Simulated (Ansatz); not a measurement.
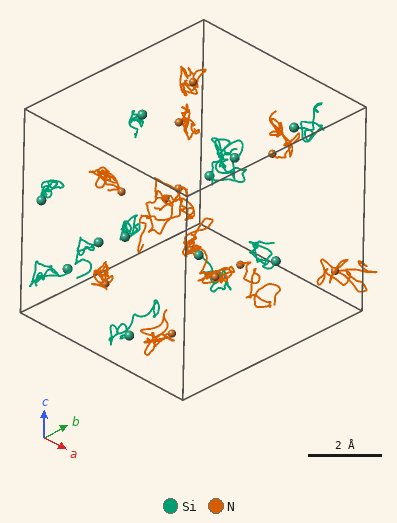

Molecular dynamics of an amorphous cell of composition Si$_{11}$N$_{12}$ (23 atoms in the cell), 430 fs long. It starts from the last geometry of an earlier run, with fresh velocities. Lines trace each atom's path, in the colour of its element; spheres stand at the starting positions. Seen from a free direction in the simulation cell.

All numbers below come from Ansatz 0.2.0, DFT PBE, scalar-relativistic, plane waves, PAW. Run with plane-wave cutoff 420 eV; k-point mesh 1 × 1 × 1; Fermi-Dirac smearing 0.248 eV; set temperature 2880 K; time step 2 fs.

The input:
```yaml
crystal:
  lattice:
    - [6.441899, 0.120905, 0.082939]
    - [0.120905, 6.595852, 0.110193]
    - [0.082939, 0.110193, 6.618272]
  atoms:
    - { symbol: Si, position: [0.7414296653, 0.7477120771, 0.2442070591] }
    - { symbol: Si, position: [0.1033440461, 0.0088263331, 0.5919947959] }
    - { symbol: Si, position: [0.5822363183, 0.0772977082, 0.1038546672] }
    - { symbol: Si, position: [0.768514085, 0.4782563647, 0.8809307484] }
    - { symbol: Si, position: [0.5324024915, 0.0882530301, 0.5620737626] }
    - { symbol: Si, position: [0.2206663358, 0.7937717043, 0.0298706971] }
    - { symbol: Si, position: [0.7443163105, 0.8316677785, 0.8642737668] }
    - { symbol: Si, position: [0.4722259401, 0.6121780112, 0.6066290287] }
    - { symbol: Si, position: [0.31811479, 0.368771836, 0.9470859811] }
    - { symbol: Si, position: [0.1718340381, 0.1015331126, 0.2445477377] }
    - { symbol: Si, position: [0.0125226928, 0.4209364792, 0.1665526511] }
    - { symbol: "N", position: [0.5938420517, 0.3068031599, 0.0185634047] }
    - { symbol: "N", position: [0.3234577156, 0.5709666244, 0.8233133628] }
    - { symbol: "N", position: [0.8693315772, 0.2892763935, 0.4224432532] }
    - { symbol: "N", position: [0.4605146358, 0.0477733654, 0.3182378053] }
    - { symbol: "N", position: [0.3370627279, 0.2435942157, 0.6317852845] }
    - { symbol: "N", position: [0.0798122273, 0.8721949412, 0.7850973169] }
    - { symbol: "N", position: [0.5864765119, 0.8585193122, 0.6559034524] }
    - { symbol: "N", position: [0.1234409945, 0.6909487609, 0.3110078] }
    - { symbol: "N", position: [0.4940831402, 0.7767209021, 0.1075671802] }
    - { symbol: "N", position: [0.2540950617, 0.6408146216, 0.438826561] }
    - { symbol: "N", position: [0.8454866961, 0.9855706889, 0.1357530797] }
    - { symbol: "N", position: [0.6632771293, 0.3368644016, 0.4458084194] }
  symmetry: { detect: false }
basis:
  ecutwfc: 420
  xc_grid: 1
kpoints:
  mp_grid: { grid: [1, 1, 1], shift: [0.25, 0.25, 0.25] }
hamiltonian:
  xc: pbe
scf:
  occupations: { method: fermi_dirac, width: 0.2482 }
  lower_state_search: "off"
  convergence: { dr2_threshold: 1.0e-05 }
output:
  forces: true
  stress: true
md:
  timestep: 2.0
  n_steps: 215
  ensemble: nvt_langevin
  friction: 0.03
  temperature: 2880.0
  initial_velocities: maxwell_boltzmann
  seed: 41758
```

Run as
```bash
ansatz run input.yaml --threads 2 --pin off --max-ram 5120MiB --backend cpu --events-out ev --progress --plain --runs-dir out
```

**What do the traces tell about the motion?**

In the second half of the run the atoms are, in the root-mean-square, this far from where they began (common drift taken out): N 0.95 Å, Si 0.79 Å. That is a large part of the typical shortest distance between atoms in the first frame, about 1.6 Å and still growing: the atoms leave their places as in a liquid. Bond changes: 11 N–Si bonds break between 44 fs and 418 fs; 10 N–Si bonds form between 50 fs and 386 fs; 8 Si–Si bonds form between 64 fs and 392 fs; 9 Si–Si bonds break between 78 fs and 400 fs; 2 N–Si contacts open and close in turn.

Limits of the set-up: the periodic images lie only 6.4 Å apart, so the values are limited by the cell's size.
